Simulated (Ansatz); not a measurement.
## Electronic structure of H$_{7}$N$_{2}$Si$_{2}$ (SMILES [NH2+]=[SiH]N[SiH3]) (charge +1) in real space

Input

```
crystal:
  periodic: [false, false, false]
  atoms:
    - {symbol: "N", position_ang: [1.089898, -4.025915, 0.916410]}
    - {symbol: N, position_ang: [1.042145, -1.112322, 1.047146]}
    - {symbol: Si, position_ang: [0.791400, -2.539886, 0.241932]}
    - {symbol: Si, position_ang: [0.758304, 0.576611, 0.433984]}
    - {symbol: H, position_ang: [0.928914, -4.892429, 0.403283]}
    - {symbol: H, position_ang: [1.443243, -4.194987, 1.857099]}
    - {symbol: H, position_ang: [0.281692, -2.512406, -1.132650]}
    - {symbol: H, position_ang: [1.399026, -1.162052, 2.006028]}
    - {symbol: H, position_ang: [-0.249886, 1.201430, 1.322694]}
    - {symbol: H, position_ang: [0.253736, 0.360932, -0.945676]}
    - {symbol: H, position_ang: [2.062890, 1.279252, 0.464513]}
basis:
  gaussian:
    orbitals: def2-TZVPD
total_charge: 1
hamiltonian:
  xc: pbe0
output: {forces: true, orbitals: {seedname: orbitals}}
```

Run with:

```sh
ansatz run input.yaml --threads 2 --pin off --max-ram 4350MiB --events-out events.jsonl --progress --plain --runs-dir runs
```

Geometry: r2SCAN-D4/def2-SVP.

The calculation used Ansatz, isolated molecule in a Gaussian basis; Kohn-Sham density functional theory, functional PBE0.

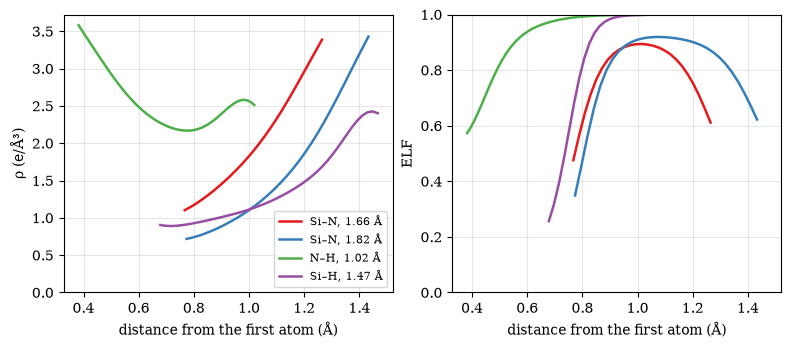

Figure 1. Electron density and ELF along straight lines between neighbouring atoms. The curves leave out the atomic cores.

**What can be read from the curves?**

Si–N (1.66 Å): ρ is about 1.2 e/Å³ halfway; the ELF peaks at about 0.90 between the atoms: a short, strongly polar bond.
Si–N (1.82 Å): ρ at the midpoint is about 0.9 e/Å³; the ELF peaks at about 0.90 between the atoms: a shared but strongly polarised pair.
N–H (1.02 Å): ρ at the midpoint is about 2.9 e/Å³; the ELF climbs to about 1 towards the hydrogen, as it does in any bond to H (an ordinary covalent bond to hydrogen).
Si–H (1.47 Å): the density is about 0.89 e/Å³ at the midpoint; the ELF climbs to about 1 towards the hydrogen.

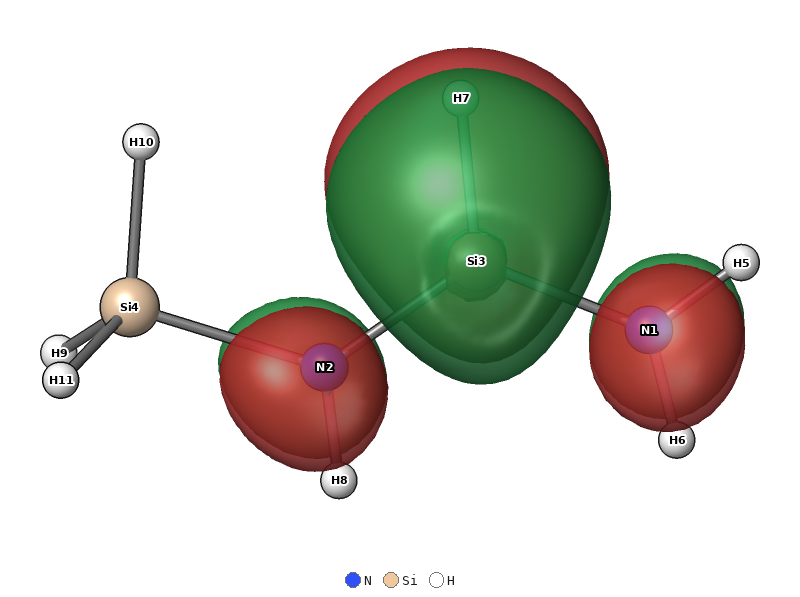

Figure 2. One frontier orbital at ±0.1 Å⁻³ᐟ² (green and red are the two phases), seen across its widest extent.

**Which orbital is it: HOMO or LUMO?**

The LUMO, at −6.22 eV. By Hirshfeld shares it lies mainly on Si3 (about 65 %), N1 (about 10 %), N2 (about 10 %) and H7 (about 10 %).
